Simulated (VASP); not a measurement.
Band structure of Hg3MgTe4 (ordered alloy cell). Method: PBE GGA, VASP's PBE PAW potentials (set 64) (plane waves; VASP).

Unless said otherwise, spin-orbit coupling is left out, though it shifts the bands of the heavy elements here.

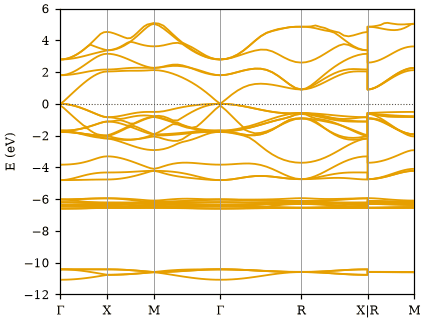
Fig. 1. Bands along high-symmetry lines, zero at the valence-band maximum or, without a gap, the Fermi level

**Question.** Read the plot: is there a gap, and where are the band edges?

**Answer.** It has no gap at this level: it comes out as a metal or semimetal. (Edges off the drawn lines would not show.)

The structure was generated: Hg3MgTe4 was put into an ordered model structure (P-43m), which need not be its known phase. It was relaxed first, which changed the volume by +8 %.
